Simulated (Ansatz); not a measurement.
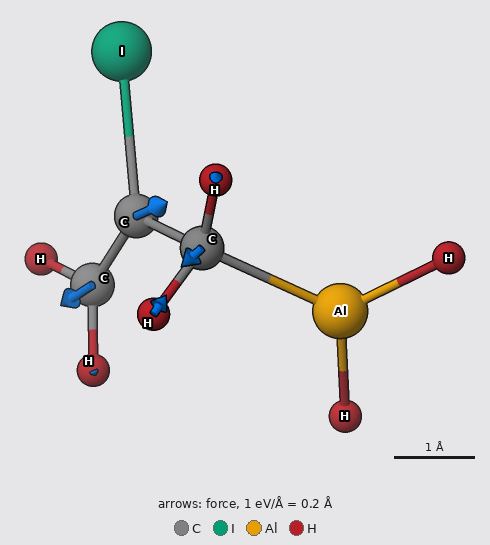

Starting geometry of C$_{3}$H$_{6}$AlI (coarse preliminary run) with the computed forces as blue arrows. Style: ball-and-stick. Shown at a tilt.

The start comes from a force field.

The calculation used Ansatz, RKS PBE-D4/def2-SVP. Set-up: force threshold 0.03 eV/Å; at most 200 steps.

> What follows when this structure is relaxed?

It isn't relaxed: the largest force vector, on a C atom, is 3.51 eV/Å. The final displacements have little in common with the starting forces (cosine between the two patterns 0.00). The largest move after the best rigid fit is that of the I atom, 1.71 Å. Largest moves by element: I 1.71 Å, H 1.19 Å, C 0.50 Å, Al 0.46 Å. Among the contacts that change: Al–I 4.393 → 2.936 Å, C–I 2.116 → 2.212 Å, C–C 1.550 → 1.474 Å, C–H 1.175 → 1.110 Å. New bonds form: Al–I (4.39 → 2.94 Å). Bond angles that change, for instance: C–C–C 123.2° → 134.0°, I–C–C 117.9° → 108.2°, Al–C–H 108.2° → 117.7°. Groups turn about C–C by about 55°. Over 18 accepted moves (20 points after the start) the energy falls by 11.4 kcal/mol. Largest force component: 3.2 eV/Å at the start, 0.023 eV/Å at the end. The line search rejected the trial steps at points 15, 19 of the run. Cost: 31 s on 4 threads of Arm Neoverse V1, on a shared host.
